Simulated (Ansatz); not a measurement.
# N2O (nitrous oxide) at RPBE/pcseg-1 (exact exchange 0.15)

What is the adiabatic ionisation energy of N2O (nitrous oxide) at RPBE/pcseg-1 (exact exchange 0.15)? 

The results are computed with Ansatz 0.2.0.

**1. Starting point**

The species is N2O (3 atoms), typed as a singlet with charge 0. As SMILES, `N#[N+][O-]`. Geometry: relaxed at PBE0-D4/def2-TZVP. The run starts from this shape.

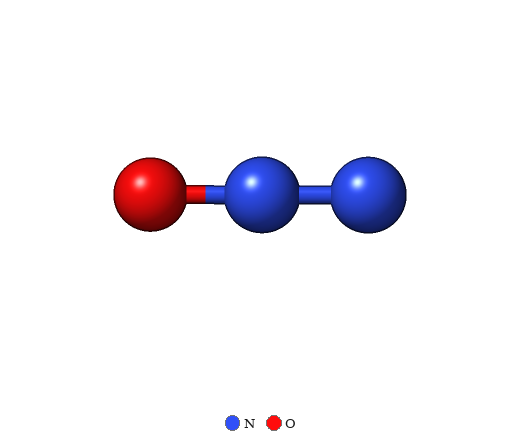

The structure, seen from a chosen angle (nitrogen blue, oxygen red).

**2. A structure relaxation at RPBE/pcseg-1 (exact exchange 0.15)**

File input.yaml:

```yaml
crystal:
  periodic: [false, false, false]
  atoms:
    - symbol: N
      position_ang: [-0.511700, 1.001300, -0.167900]
    - symbol: N
      position_ang: [-0.008400, 0.016500, -0.002800]
    - symbol: O
      position_ang: [0.520100, -1.017800, 0.170700]
basis:
  gaussian: {orbitals: pcseg-1.json}
magnetization: {spin_polarized: false, initial_magnetization: 0}
hamiltonian: {xc: {name: RPBE, exx: 0.15}}
accuracy: high
scf: {lower_state_search: off}
relax: {max_steps: 60}
```

The basis set pcseg-1 is read from a file made from the Basis Set Exchange's data (not shown).

Started as:

```console
$ ansatz run input.yaml --threads 1 --pin off --max-ram 2610MiB --events-out events.jsonl --progress --plain --runs-dir runs
```

Output (excerpt; [...] marks lines left out):

```text
Warning: RAYON_NUM_THREADS=1 ignored (pool sized by the plan → 1); use --threads N
[...]
Functional definition: unnamed
[...]
849 factors; integrals over basis functions are off by at most 1.8e-9 eV
[...]
mean field -5023.35251754 eV, -184.6048000689 hartree, gradient 2.7e-8 eV, S^2 0.000000; 0 other end points of the search recorded, 0 dependent functions left out
[...]
reference -5023.35251860 eV, -184.6048001078 hartree; 11, 11 occupied and 31, 31 virtual orbitals, 849 factors
relax step   1: F+E_penalty+E_count = -5023.35251754 eV  Δ(F+E_penalty+E_count) = +0.000e0 eV  max|allowed force component| = 2.061e0 eV/Å  Δτ_max = 0.0000 Å  (15 SCF iters, accepted)
[...]
relax step   3: F+E_penalty+E_count = -5023.38236941 eV  Δ(F+E_penalty+E_count) = -3.239e-4 eV  max|allowed force component| = 4.772e-2 eV/Å  Δτ_max = 0.0014 Å  (17 SCF iters, accepted)
[...]
relax step   4: F+E_penalty+E_count = -5023.38237884 eV  Δ(F+E_penalty+E_count) = -9.425e-6 eV  max|allowed force component| = 5.622e-4 eV/Å  Δτ_max = 0.0002 Å  (17 SCF iters, accepted)
Total energy: -5023.38237990 eV, -184.6058974905 hartree
Atom 0 at    -0.519088     1.015770    -0.170334 Å, force     0.000331    -0.000289    -0.000141 eV/Å
Atom 1 at    -0.008032     0.015753    -0.002661 Å, force    -0.000562     0.000399     0.000304 eV/Å
Atom 2 at     0.527119    -1.031523     0.172995 Å, force     0.000232    -0.000111    -0.000163 eV/Å
Dipole moment:    -0.005088     0.009969    -0.001679 e Å
Checks for a lower state left out: stability, starts, cluster_reference, orbital_swaps, neighbouring_geometries, increment
```

Wall time 4.2 s (1 thread of Arm Neoverse V2, shared host).

The path in brief:

| step | energy from the first frame kept (eV) | largest force (eV/Å) |
| --- | --- | --- |
| 1 | 0.0000 | 2.3401 |
| 2 | -0.0295 | 0.2949 |
| 3 | -0.0299 | 0.0543 |
| 4 | -0.0299 | 0.0008 |

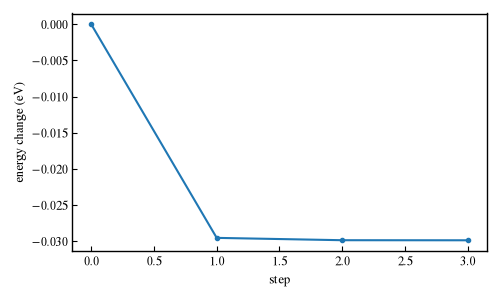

Energy along the run.

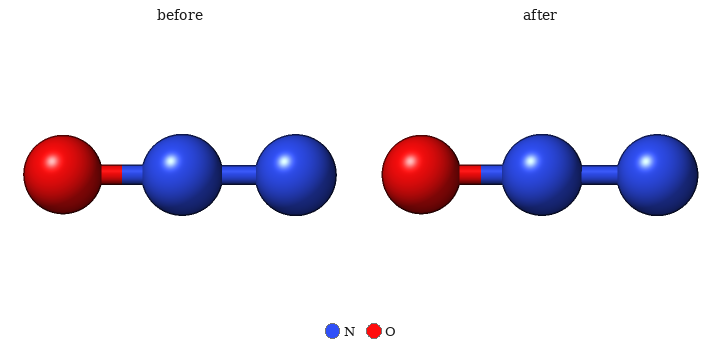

Before and after, at one scale.

After the run. Bond lengths: N1–N2 1.135 Å, N2–O3 1.189 Å. Angles: N1–N2–O3 180.0°.

**3. The doublet cation, same level**

Edit input.yaml of step 2 so:

```diff
@@ -11,6 +11,7 @@
   gaussian: {orbitals: pcseg-1.json}
-magnetization: {spin_polarized: false, initial_magnetization: 0}
+accuracy: high
+magnetization: {spin_polarized: false, initial_magnetization: 1}
+scf: {lower_state_search: off}
+total_charge: 1
+relax: {max_steps: 60}
 hamiltonian: {xc: {name: RPBE, exx: 0.15}}
-accuracy: high
-scf: {lower_state_search: off}
-relax: {max_steps: 60}
```

The basis set pcseg-1 is read from a file made from the Basis Set Exchange's data (not shown).

Started as:

```console
$ ansatz run input.yaml --threads 1 --pin off --max-ram 2610MiB --events-out events.jsonl --progress --plain --runs-dir runs
```

Output (excerpt; [...] marks lines left out):

```text
Warning: RAYON_NUM_THREADS=1 ignored (pool sized by the plan → 1); use --threads N
[...]
Functional definition: unnamed
[...]
849 factors; integrals over basis functions are off by at most 1.8e-9 eV
[...]
mean field -5010.35582252 eV, -184.1271803364 hartree, gradient 3.8e-8 eV, S^2 0.750000; 0 other end points of the search recorded, 0 dependent functions left out
[...]
reference -5010.35582357 eV, -184.1271803751 hartree; 11, 10 occupied and 31, 32 virtual orbitals, 849 factors
relax step   1: F+E_penalty+E_count = -5010.35582252 eV  Δ(F+E_penalty+E_count) = +0.000e0 eV  max|allowed force component| = 3.181e0 eV/Å  Δτ_max = 0.0000 Å  (17 SCF iters, accepted)
[...]
relax step   3: F+E_penalty+E_count = -5010.41912802 eV  Δ(F+E_penalty+E_count) = -1.275e-4 eV  max|allowed force component| = 1.721e-2 eV/Å  Δτ_max = 0.0011 Å  (24 SCF iters, accepted)
[...]
relax step   4: F+E_penalty+E_count = -5010.41912994 eV  Δ(F+E_penalty+E_count) = -1.919e-6 eV  max|allowed force component| = 2.444e-3 eV/Å  Δτ_max = 0.0001 Å  (18 SCF iters, accepted)
Total energy: -5010.41913099 eV, -184.1295068800 hartree
Atom 0 at    -0.522733     1.022902    -0.171529 Å, force    -0.000261     0.000702    -0.000219 eV/Å
Atom 1 at    -0.006196     0.012164    -0.002061 Å, force     0.001057    -0.002444     0.000608 eV/Å
Atom 2 at     0.528930    -1.035067     0.173590 Å, force    -0.000796     0.001741    -0.000390 eV/Å
Dipole moment:    -0.026571     0.052009    -0.008728 e Å
Checks for a lower state left out: stability, starts, cluster_reference, orbital_swaps, neighbouring_geometries, increment
```

Wall time 6.3 s (1 thread of Arm Neoverse V2, shared host).

Step by step:

| step | energy from the first frame kept (eV) | largest force (eV/Å) |
| --- | --- | --- |
| 1 | 0.0000 | 3.6122 |
| 2 | -0.0632 | 0.1563 |
| 3 | -0.0633 | 0.0195 |
| 4 | -0.0633 | 0.0027 |

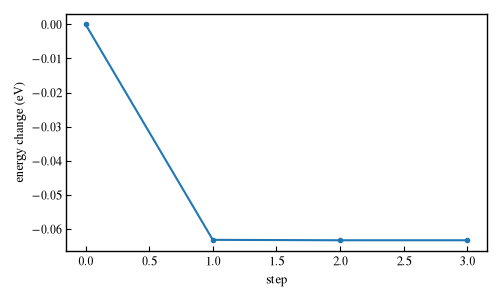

Energy along the run.

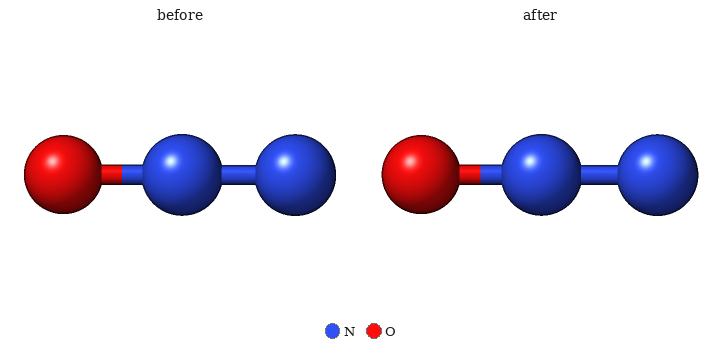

Before and after, at one scale.

After the run. Bond lengths: N1–N2 1.148 Å, N2–O3 1.189 Å. Angles: N1–N2–O3 180.0°.

**4. What came out**

At RPBE/pcseg-1 (exact exchange 0.15):

| quantity | value |
| --- | --- |
| singlet N2O: total energy at the end | -184.60590 Eh |
| singlet N2O: dipole moment | 0.05 D |
| doublet cation: total energy at the end | -184.12951 Eh |
| doublet cation: ⟨S²⟩ | 0.750 |
| adiabatic ionisation energy (to the doublet cation, no zero-point term) | 12.963 eV |

What this shows: The adiabatic ionisation energy (to the doublet cation, no zero-point term) is 12.96 eV (299 kcal/mol). The optimisation (singlet N2O) took 3 steps and changed the energy by -0.030 eV. Mulliken charges (singlet N2O) run from -0.34 on O3 to +0.41 on N2. The optimisation (doublet cation) took 3 steps and changed the energy by -0.063 eV.
